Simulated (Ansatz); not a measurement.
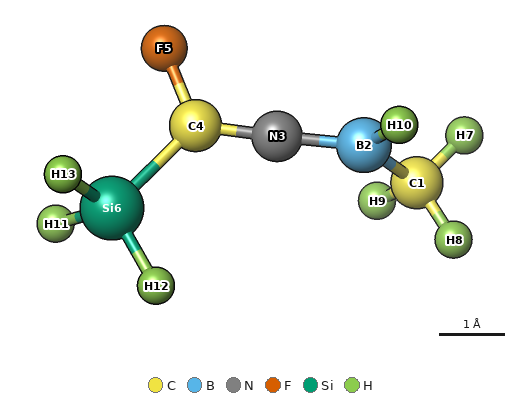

The structure as given in the input (ball-and-stick view, seen at a tilt; atoms are numbered from 1 in the order of the input).

C$_{2}$H$_{7}$BFNSi: molecular dynamics (part 1 of 3)

C$_{2}$H$_{7}$BFNSi, SMILES CBN=C(F)[SiH3], computed with RKS r2SCAN/STO-3G (Ansatz 0.2.0).

It belongs to a series of runs on one base structure; here: dynamics from the start. Figures and captions count atoms from 1; the log counts them from 0 in places.

Input
```yaml
crystal:
  periodic: [false, false, false]
  atoms:
    - { symbol: C, position_ang: [-1.686668, 1.222817, -1.373369] }
    - { symbol: B, position_ang: [-0.856428, 1.302399, -0.023947] }
    - { symbol: "N", position_ang: [-0.251074, 0.20485, 0.5136] }
    - { symbol: C, position_ang: [0.277347, -0.843241, 1.038144] }
    - { symbol: F, position_ang: [-0.465894, -1.587722, 1.936822] }
    - { symbol: Si, position_ang: [2.041689, -1.470206, 0.690806] }
    - { symbol: H, position_ang: [-2.724448, 1.543982, -1.197384] }
    - { symbol: H, position_ang: [-1.271961, 1.915171, -2.121227] }
    - { symbol: H, position_ang: [-1.712641, 0.218773, -1.81471] }
    - { symbol: H, position_ang: [-0.731088, 2.33216, 0.53618] }
    - { symbol: H, position_ang: [1.965904, -2.840744, 0.234763] }
    - { symbol: H, position_ang: [2.629445, -0.625029, -0.32198] }
    - { symbol: H, position_ang: [2.806217, -1.408013, 1.917202] }
basis:
  gaussian: { orbitals: STO-3G }
hamiltonian:
  xc: r2scan
md:
  timestep: 1.0
  n_steps: 250
  ensemble: nvt_langevin
  temperature: 300.0
  initial_velocities: maxwell_boltzmann
  seed: 539948
  friction: 0.05
  masses: [{ species: H, mass: 2.014 }]
scf:
  lower_state_search: "off"
```

Launch command:
```bash
ansatz run input.yaml --threads 1 --pin off --max-ram 2048MiB --backend cpu --events-out ev --progress --plain --runs-dir out
```

What the program printed
```
Engine: ansatz 0.2.0, x86_64-unknown-linux-gnu
Functional definition: r2SCAN
  parameter k0 = 0.174
  parameter k1 = 0.065
  parameter a1 = 4.9479
  exchange = r2scan_x(k0 = k0, k1 = k1, a1 = a1)
  correlation = r2scan_c
these checks for a lower state are left out or cut short: stability, starts, cluster_reference, orbital_swaps, neighbouring_geometries, increment
595 factors; integrals over basis functions are off by at most 1.4e-5 eV
mean field evaluation 1: about -14759.3198 eV, gradient 2.9e1 eV
mean field evaluation 2: about -14749.5732 eV, gradient 6.5e1 eV
mean field evaluation 4: about -14761.9831 eV, gradient 3.8e0 eV
mean field evaluation 8: about -14761.8701 eV, gradient 1.1e-1 eV
mean field evaluation 16: about -14761.8702 eV, gradient 2.3e-6 eV
mean field -14761.87015101 eV, -542.4887220947 hartree, gradient 2.3e-6 eV, S^2 0.000000; 0 other end points of the search recorded, 0 dependent functions left out
the calculation of the forces begins
reference -14761.87015847 eV, -542.4887223687 hartree; 27, 27 occupied and 14, 14 virtual orbitals, 595 factors
md step     0: t =     0.00 fs  T =   276.9 K  F+E_penalty+E_count = -14761.87015101 eV  E_kin = 0.465336 eV  (14 SCF iters)
these checks for a lower state are left out or cut short: stability, starts, cluster_reference, orbital_swaps, neighbouring_geometries, increment
595 factors; integrals over basis functions are off by at most 1.4e-5 eV
mean field -14761.84939724 eV, -542.4879594076 hartree, gradient 2.3e-6 eV, S^2 0.000000; 0 other end points of the search recorded, 0 dependent functions left out
the calculation of the forces begins
reference -14761.84940471 eV, -542.4879596823 hartree; 27, 27 occupied and 14, 14 virtual orbitals, 595 factors
md step     1: t =     1.00 fs  T =   233.7 K  F+E_penalty+E_count = -14761.84939724 eV  E_kin = 0.392727 eV  (20 SCF iters)
[... from here on the SCF iterations and repeated set-up lines of each step are left out, up to the last step ...]
md step     2: t =     2.00 fs  T =   232.2 K  F+E_penalty+E_count = -14761.80378337 eV  E_kin = 0.390183 eV  (20 SCF iters)
md step     3: t =     3.00 fs  T =   193.3 K  F+E_penalty+E_count = -14761.74551008 eV  E_kin = 0.324769 eV  (20 SCF iters)
md step     4: t =     4.00 fs  T =   145.9 K  F+E_penalty+E_count = -14761.69516358 eV  E_kin = 0.245207 eV  (20 SCF iters)
md step     5: t =     5.00 fs  T =   167.9 K  F+E_penalty+E_count = -14761.67083401 eV  E_kin = 0.282161 eV  (20 SCF iters)
md step     6: t =     6.00 fs  T =   150.8 K  F+E_penalty+E_count = -14761.65786853 eV  E_kin = 0.253369 eV  (20 SCF iters)
md step     7: t =     7.00 fs  T =   130.4 K  F+E_penalty+E_count = -14761.65394878 eV  E_kin = 0.219100 eV  (20 SCF iters)
md step     8: t =     8.00 fs  T =   125.7 K  F+E_penalty+E_count = -14761.66530764 eV  E_kin = 0.211144 eV  (21 SCF iters)
md step     9: t =     9.00 fs  T =   196.6 K  F+E_penalty+E_count = -14761.67486059 eV  E_kin = 0.330297 eV  (21 SCF iters)
md step    10: t =    10.00 fs  T =   187.2 K  F+E_penalty+E_count = -14761.65794022 eV  E_kin = 0.314628 eV  (21 SCF iters)
md step    11: t =    11.00 fs  T =   178.2 K  F+E_penalty+E_count = -14761.62263604 eV  E_kin = 0.299503 eV  (21 SCF iters)
md step    12: t =    12.00 fs  T =   193.4 K  F+E_penalty+E_count = -14761.59666833 eV  E_kin = 0.324998 eV  (21 SCF iters)
md step    13: t =    13.00 fs  T =   227.9 K  F+E_penalty+E_count = -14761.59344752 eV  E_kin = 0.383000 eV  (20 SCF iters)
md step    14: t =    14.00 fs  T =   211.3 K  F+E_penalty+E_count = -14761.60440352 eV  E_kin = 0.355122 eV  (20 SCF iters)
md step    15: t =    15.00 fs  T =   176.9 K  F+E_penalty+E_count = -14761.61030441 eV  E_kin = 0.297266 eV  (21 SCF iters)
md step    16: t =    16.00 fs  T =   187.4 K  F+E_penalty+E_count = -14761.60880055 eV  E_kin = 0.314959 eV  (21 SCF iters)
md step    17: t =    17.00 fs  T =   180.2 K  F+E_penalty+E_count = -14761.59609533 eV  E_kin = 0.302835 eV  (20 SCF iters)
md step    18: t =    18.00 fs  T =   186.9 K  F+E_penalty+E_count = -14761.57231970 eV  E_kin = 0.313996 eV  (20 SCF iters)
md step    19: t =    19.00 fs  T =   145.9 K  F+E_penalty+E_count = -14761.55449656 eV  E_kin = 0.245225 eV  (20 SCF iters)
md step    20: t =    20.00 fs  T =   125.5 K  F+E_penalty+E_count = -14761.55961597 eV  E_kin = 0.210845 eV  (20 SCF iters)
md step    21: t =    21.00 fs  T =   162.4 K  F+E_penalty+E_count = -14761.58041501 eV  E_kin = 0.272835 eV  (20 SCF iters)
md step    22: t =    22.00 fs  T =   196.7 K  F+E_penalty+E_count = -14761.60972260 eV  E_kin = 0.330473 eV  (20 SCF iters)
md step    23: t =    23.00 fs  T =   214.5 K  F+E_penalty+E_count = -14761.63105308 eV  E_kin = 0.360371 eV  (20 SCF iters)
md step    24: t =    24.00 fs  T =   230.7 K  F+E_penalty+E_count = -14761.63732792 eV  E_kin = 0.387620 eV  (20 SCF iters)
md step    25: t =    25.00 fs  T =   236.0 K  F+E_penalty+E_count = -14761.62982149 eV  E_kin = 0.396489 eV  (20 SCF iters)
md step    26: t =    26.00 fs  T =   206.5 K  F+E_penalty+E_count = -14761.61605974 eV  E_kin = 0.347012 eV  (20 SCF iters)
md step    27: t =    27.00 fs  T =   176.2 K  F+E_penalty+E_count = -14761.60220030 eV  E_kin = 0.296117 eV  (20 SCF iters)
md step    28: t =    28.00 fs  T =   188.1 K  F+E_penalty+E_count = -14761.59570617 eV  E_kin = 0.316039 eV  (20 SCF iters)
md step    29: t =    29.00 fs  T =   193.0 K  F+E_penalty+E_count = -14761.59771828 eV  E_kin = 0.324369 eV  (21 SCF iters)
md step    30: t =    30.00 fs  T =   195.3 K  F+E_penalty+E_count = -14761.60683076 eV  E_kin = 0.328121 eV  (21 SCF iters)
md step    31: t =    31.00 fs  T =   246.0 K  F+E_penalty+E_count = -14761.61982413 eV  E_kin = 0.413318 eV  (21 SCF iters)
md step    32: t =    32.00 fs  T =   263.9 K  F+E_penalty+E_count = -14761.62215623 eV  E_kin = 0.443382 eV  (20 SCF iters)
md step    33: t =    33.00 fs  T =   261.5 K  F+E_penalty+E_count = -14761.61291128 eV  E_kin = 0.439486 eV  (20 SCF iters)
md step    34: t =    34.00 fs  T =   238.2 K  F+E_penalty+E_count = -14761.61119149 eV  E_kin = 0.400290 eV  (20 SCF iters)
md step    35: t =    35.00 fs  T =   271.5 K  F+E_penalty+E_count = -14761.62429687 eV  E_kin = 0.456152 eV  (20 SCF iters)
md step    36: t =    36.00 fs  T =   228.0 K  F+E_penalty+E_count = -14761.63931992 eV  E_kin = 0.383063 eV  (20 SCF iters)
md step    37: t =    37.00 fs  T =   250.9 K  F+E_penalty+E_count = -14761.64507483 eV  E_kin = 0.421599 eV  (20 SCF iters)
md step    38: t =    38.00 fs  T =   300.9 K  F+E_penalty+E_count = -14761.61987331 eV  E_kin = 0.505642 eV  (20 SCF iters)
md step    39: t =    39.00 fs  T =   303.8 K  F+E_penalty+E_count = -14761.57094810 eV  E_kin = 0.510583 eV  (20 SCF iters)
md step    40: t =    40.00 fs  T =   265.9 K  F+E_penalty+E_count = -14761.52987727 eV  E_kin = 0.446873 eV  (20 SCF iters)
md step    41: t =    41.00 fs  T =   289.0 K  F+E_penalty+E_count = -14761.50823625 eV  E_kin = 0.485569 eV  (20 SCF iters)
md step    42: t =    42.00 fs  T =   278.2 K  F+E_penalty+E_count = -14761.50329055 eV  E_kin = 0.467511 eV  (20 SCF iters)
md step    43: t =    43.00 fs  T =   273.1 K  F+E_penalty+E_count = -14761.51506371 eV  E_kin = 0.458986 eV  (20 SCF iters)
md step    44: t =    44.00 fs  T =   224.8 K  F+E_penalty+E_count = -14761.52753942 eV  E_kin = 0.377810 eV  (20 SCF iters)
md step    45: t =    45.00 fs  T =   223.4 K  F+E_penalty+E_count = -14761.54043650 eV  E_kin = 0.375322 eV  (20 SCF iters)
md step    46: t =    46.00 fs  T =   258.1 K  F+E_penalty+E_count = -14761.54320857 eV  E_kin = 0.433768 eV  (20 SCF iters)
md step    47: t =    47.00 fs  T =   217.6 K  F+E_penalty+E_count = -14761.53945606 eV  E_kin = 0.365686 eV  (20 SCF iters)
md step    48: t =    48.00 fs  T =   241.4 K  F+E_penalty+E_count = -14761.55460820 eV  E_kin = 0.405597 eV  (20 SCF iters)
md step    49: t =    49.00 fs  T =   223.7 K  F+E_penalty+E_count = -14761.57696080 eV  E_kin = 0.375975 eV  (20 SCF iters)
md step    50: t =    50.00 fs  T =   252.4 K  F+E_penalty+E_count = -14761.60159331 eV  E_kin = 0.424147 eV  (20 SCF iters)
md step    51: t =    51.00 fs  T =   261.5 K  F+E_penalty+E_count = -14761.60732267 eV  E_kin = 0.439342 eV  (20 SCF iters)
md step    52: t =    52.00 fs  T =   250.7 K  F+E_penalty+E_count = -14761.58651227 eV  E_kin = 0.421305 eV  (20 SCF iters)
md step    53: t =    53.00 fs  T =   240.4 K  F+E_penalty+E_count = -14761.55506695 eV  E_kin = 0.403896 eV  (20 SCF iters)
md step    54: t =    54.00 fs  T =   247.8 K  F+E_penalty+E_count = -14761.53412578 eV  E_kin = 0.416440 eV  (20 SCF iters)
md step    55: t =    55.00 fs  T =   267.6 K  F+E_penalty+E_count = -14761.54311950 eV  E_kin = 0.449594 eV  (21 SCF iters)
md step    56: t =    56.00 fs  T =   354.9 K  F+E_penalty+E_count = -14761.57492107 eV  E_kin = 0.596319 eV  (20 SCF iters)
md step    57: t =    57.00 fs  T =   410.7 K  F+E_penalty+E_count = -14761.60815220 eV  E_kin = 0.690119 eV  (20 SCF iters)
md step    58: t =    58.00 fs  T =   372.0 K  F+E_penalty+E_count = -14761.60986515 eV  E_kin = 0.625083 eV  (20 SCF iters)
md step    59: t =    59.00 fs  T =   343.2 K  F+E_penalty+E_count = -14761.57507764 eV  E_kin = 0.576752 eV  (20 SCF iters)
md step    60: t =    60.00 fs  T =   306.1 K  F+E_penalty+E_count = -14761.52750600 eV  E_kin = 0.514343 eV  (20 SCF iters)
md step    61: t =    61.00 fs  T =   325.2 K  F+E_penalty+E_count = -14761.49256419 eV  E_kin = 0.546392 eV  (20 SCF iters)
md step    62: t =    62.00 fs  T =   323.9 K  F+E_penalty+E_count = -14761.46340504 eV  E_kin = 0.544329 eV  (20 SCF iters)
md step    63: t =    63.00 fs  T =   291.1 K  F+E_penalty+E_count = -14761.43983278 eV  E_kin = 0.489106 eV  (20 SCF iters)
md step    64: t =    64.00 fs  T =   276.2 K  F+E_penalty+E_count = -14761.41737066 eV  E_kin = 0.464175 eV  (20 SCF iters)
md step    65: t =    65.00 fs  T =   286.0 K  F+E_penalty+E_count = -14761.38647163 eV  E_kin = 0.480540 eV  (20 SCF iters)
md step    66: t =    66.00 fs  T =   321.9 K  F+E_penalty+E_count = -14761.35699779 eV  E_kin = 0.540914 eV  (20 SCF iters)
md step    67: t =    67.00 fs  T =   310.9 K  F+E_penalty+E_count = -14761.36051299 eV  E_kin = 0.522488 eV  (21 SCF iters)
md step    68: t =    68.00 fs  T =   325.5 K  F+E_penalty+E_count = -14761.39829707 eV  E_kin = 0.546949 eV  (21 SCF iters)
md step    69: t =    69.00 fs  T =   327.7 K  F+E_penalty+E_count = -14761.44386326 eV  E_kin = 0.550630 eV  (21 SCF iters)
md step    70: t =    70.00 fs  T =   340.1 K  F+E_penalty+E_count = -14761.46600728 eV  E_kin = 0.571506 eV  (21 SCF iters)
md step    71: t =    71.00 fs  T =   316.4 K  F+E_penalty+E_count = -14761.45621411 eV  E_kin = 0.531602 eV  (20 SCF iters)
md step    72: t =    72.00 fs  T =   288.4 K  F+E_penalty+E_count = -14761.44522613 eV  E_kin = 0.484550 eV  (20 SCF iters)
md step    73: t =    73.00 fs  T =   289.7 K  F+E_penalty+E_count = -14761.46116626 eV  E_kin = 0.486741 eV  (21 SCF iters)
md step    74: t =    74.00 fs  T =   305.6 K  F+E_penalty+E_count = -14761.50825937 eV  E_kin = 0.513562 eV  (20 SCF iters)
md step    75: t =    75.00 fs  T =   288.8 K  F+E_penalty+E_count = -14761.55901658 eV  E_kin = 0.485252 eV  (20 SCF iters)
md step    76: t =    76.00 fs  T =   323.1 K  F+E_penalty+E_count = -14761.58362245 eV  E_kin = 0.542996 eV  (20 SCF iters)
md step    77: t =    77.00 fs  T =   401.8 K  F+E_penalty+E_count = -14761.56065699 eV  E_kin = 0.675246 eV  (20 SCF iters)
md step    78: t =    78.00 fs  T =   379.9 K  F+E_penalty+E_count = -14761.45989236 eV  E_kin = 0.638453 eV  (20 SCF iters)
md step    79: t =    79.00 fs  T =   327.5 K  F+E_penalty+E_count = -14761.30538802 eV  E_kin = 0.550340 eV  (20 SCF iters)
md step    80: t =    80.00 fs  T =   262.8 K  F+E_penalty+E_count = -14761.18898244 eV  E_kin = 0.441669 eV  (20 SCF iters)
md step    81: t =    81.00 fs  T =   269.6 K  F+E_penalty+E_count = -14761.15788091 eV  E_kin = 0.453054 eV  (20 SCF iters)
md step    82: t =    82.00 fs  T =   307.5 K  F+E_penalty+E_count = -14761.21679672 eV  E_kin = 0.516738 eV  (20 SCF iters)
md step    83: t =    83.00 fs  T =   368.2 K  F+E_penalty+E_count = -14761.34723264 eV  E_kin = 0.618743 eV  (20 SCF iters)
md step    84: t =    84.00 fs  T =   387.3 K  F+E_penalty+E_count = -14761.46929630 eV  E_kin = 0.650769 eV  (20 SCF iters)
md step    85: t =    85.00 fs  T =   375.9 K  F+E_penalty+E_count = -14761.50271973 eV  E_kin = 0.631678 eV  (20 SCF iters)
md step    86: t =    86.00 fs  T =   327.3 K  F+E_penalty+E_count = -14761.43346813 eV  E_kin = 0.550050 eV  (20 SCF iters)
md step    87: t =    87.00 fs  T =   237.9 K  F+E_penalty+E_count = -14761.34494605 eV  E_kin = 0.399785 eV  (20 SCF iters)
md step    88: t =    88.00 fs  T =   236.9 K  F+E_penalty+E_count = -14761.31002025 eV  E_kin = 0.398007 eV  (20 SCF iters)
md step    89: t =    89.00 fs  T =   265.8 K  F+E_penalty+E_count = -14761.36350394 eV  E_kin = 0.446570 eV  (20 SCF iters)
md step    90: t =    90.00 fs  T =   331.9 K  F+E_penalty+E_count = -14761.44459045 eV  E_kin = 0.557683 eV  (20 SCF iters)
md step    91: t =    91.00 fs  T =   407.2 K  F+E_penalty+E_count = -14761.49603172 eV  E_kin = 0.684202 eV  (20 SCF iters)
md step    92: t =    92.00 fs  T =   413.5 K  F+E_penalty+E_count = -14761.51408010 eV  E_kin = 0.694897 eV  (21 SCF iters)
md step    93: t =    93.00 fs  T =   379.2 K  F+E_penalty+E_count = -14761.48625326 eV  E_kin = 0.637258 eV  (21 SCF iters)
md step    94: t =    94.00 fs  T =   313.0 K  F+E_penalty+E_count = -14761.42102530 eV  E_kin = 0.525896 eV  (21 SCF iters)
md step    95: t =    95.00 fs  T =   252.6 K  F+E_penalty+E_count = -14761.34954358 eV  E_kin = 0.424412 eV  (21 SCF iters)
md step    96: t =    96.00 fs  T =   224.5 K  F+E_penalty+E_count = -14761.30492157 eV  E_kin = 0.377305 eV  (22 SCF iters)
md step    97: t =    97.00 fs  T =   266.7 K  F+E_penalty+E_count = -14761.30537255 eV  E_kin = 0.448094 eV  (22 SCF iters)
md step    98: t =    98.00 fs  T =   358.6 K  F+E_penalty+E_count = -14761.33442073 eV  E_kin = 0.602664 eV  (22 SCF iters)
md step    99: t =    99.00 fs  T =   356.6 K  F+E_penalty+E_count = -14761.35356286 eV  E_kin = 0.599283 eV  (21 SCF iters)
md step   100: t =   100.00 fs  T =   334.5 K  F+E_penalty+E_count = -14761.37849042 eV  E_kin = 0.562140 eV  (20 SCF iters)
md step   101: t =   101.00 fs  T =   343.6 K  F+E_penalty+E_count = -14761.41838590 eV  E_kin = 0.577429 eV  (20 SCF iters)
md step   102: t =   102.00 fs  T =   357.5 K  F+E_penalty+E_count = -14761.46223576 eV  E_kin = 0.600697 eV  (20 SCF iters)
md step   103: t =   103.00 fs  T =   350.2 K  F+E_penalty+E_count = -14761.48691176 eV  E_kin = 0.588457 eV  (20 SCF iters)
md step   104: t =   104.00 fs  T =   346.8 K  F+E_penalty+E_count = -14761.49524282 eV  E_kin = 0.582836 eV  (20 SCF iters)
md step   105: t =   105.00 fs  T =   336.7 K  F+E_penalty+E_count = -14761.49606892 eV  E_kin = 0.565802 eV  (20 SCF iters)
md step   106: t =   106.00 fs  T =   314.3 K  F+E_penalty+E_count = -14761.45726436 eV  E_kin = 0.528203 eV  (20 SCF iters)
md step   107: t =   107.00 fs  T =   229.6 K  F+E_penalty+E_count = -14761.38950645 eV  E_kin = 0.385795 eV  (20 SCF iters)
md step   108: t =   108.00 fs  T =   243.3 K  F+E_penalty+E_count = -14761.33320735 eV  E_kin = 0.408795 eV  (20 SCF iters)
md step   109: t =   109.00 fs  T =   248.9 K  F+E_penalty+E_count = -14761.31599138 eV  E_kin = 0.418245 eV  (20 SCF iters)
```
